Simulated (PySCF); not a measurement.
## Run report: SbNH$_{2}$, frequency calculation

- system: SbNH$_{2}$
- method: RKS-based PBE0, Sb def2-TZVP with ECP28, N def2-TZVP, H def2-TZVP; non-relativistic Hamiltonian with a scalar-relativistic core potential; density fitting (PySCF 2.14.0)

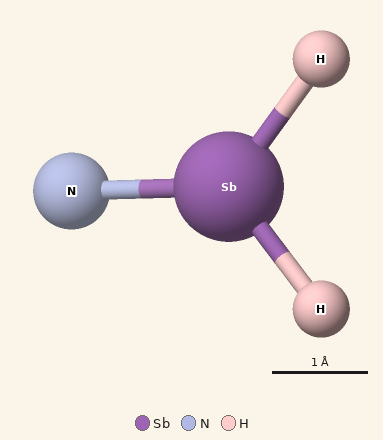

The structure (ball-and-stick view, seen at a tilt). Sticks mark near contacts.

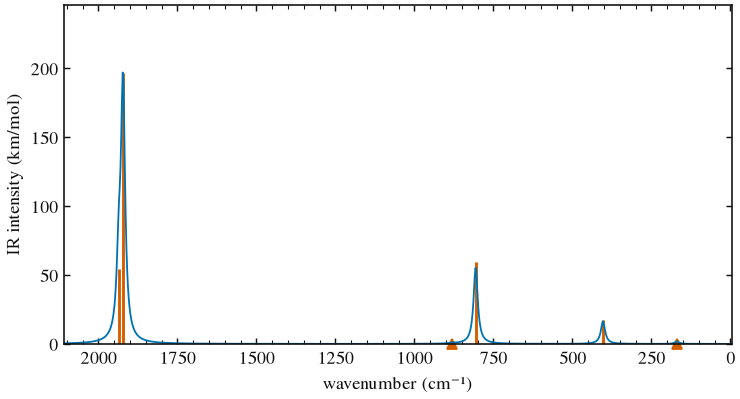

Harmonic infrared spectrum, unscaled: sticks (degenerate modes added up, dark ones marked on the axis) with a Lorentzian envelope of 16 cm⁻¹ full width, scaled to the tallest stick. 6 modes from 169 to 1936 cm⁻¹, none imaginary. The strongest line is at 1922 cm⁻¹ (197 km/mol). All modes, in cm⁻¹ (km/mol): 169 (1.9), 403 (17.7), 806 (59), 880 (0.6), 1922 (197), 1936 (54).

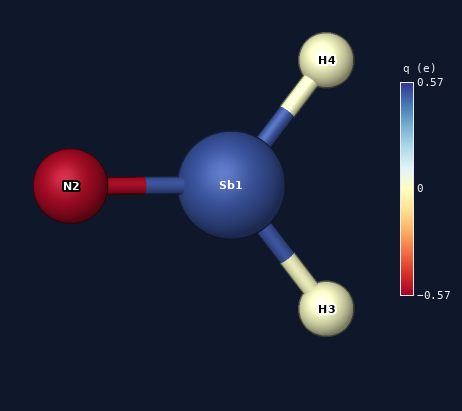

Mulliken charges, as the colour of each atom (ball-and-stick view, seen at a tilt; atoms are numbered from 1 in the order of the input). By element: Sb +0.51, N −0.54 and H +0.02 e.

The input that produced these results follows, with the program's output.

### Input file
```python
from pyscf import gto, scf, dft
mol = gto.M(atom='''
Sb     0.085737     0.148492     0.000000
N     -0.830363    -1.438150     0.000000
H      1.767667     0.424928     0.000000
H     -0.515749     1.743334     0.000000''',
    basis={'Sb': 'def2-TZVP', 'N': 'def2-TZVP', 'H': 'def2-TZVP'},
    ecp={'Sb': 'def2-TZVP'},
    charge=0, spin=0)
mf = dft.RKS(mol, xc='PBE0')
mf.grids.atom_grid = (75, 302)
aux = {'Sb': 'def2-universal-JKFIT', 'N': 'def2-universal-JKFIT', 'H': 'def2-universal-JKFIT'}
mf = mf.density_fit(auxbasis=aux)
mf.conv_tol = 1e-09
mf.diis_space = 10
mf.max_cycle = 60
mf.verbose = 4
mf.kernel()
```

The script is an equivalent of the set-up of the self-consistent field. The run itself was carried out by a driver, which started from the orbitals of the step before it where there was one and computed the further properties.

Launched with:
```bash
OMP_NUM_THREADS=2 python axn.py task.json out
```

### What the program printed
```
init E= -295.987631116003
  HOMO = -0.244865037676377  LUMO = -0.106688035673006  gap/eV = 3.75999
cycle= 1 E= -295.987631115997  delta_E= 5.91e-12  |g|= 5.27e-06  |ddm|= 5.9e-06
  HOMO = -0.244866779697542  LUMO = -0.106688847973778  gap/eV = 3.76001
Extra cycle  E= -295.987631115908  delta_E= 8.84e-11  |g|= 1.94e-05  |ddm|= 1.79e-05
converged SCF energy = -295.987631115908
```

### Summary

```csv
quantity,value
outcome,converged
total energy,−295.987631 hartree
HOMO,−6.66 eV
LUMO,−2.90 eV
zero-point energy,0.013933 hartree
dipole moment,4.22 D
"wavenumbers, lowest and highest",169 and 1936 cm⁻¹
hardware,"2 threads of Arm Neoverse N1, 54 GiB of memory available, shared host"
wall time,41 s (CPU time 72 s)
peak memory,1.1 GiB
```
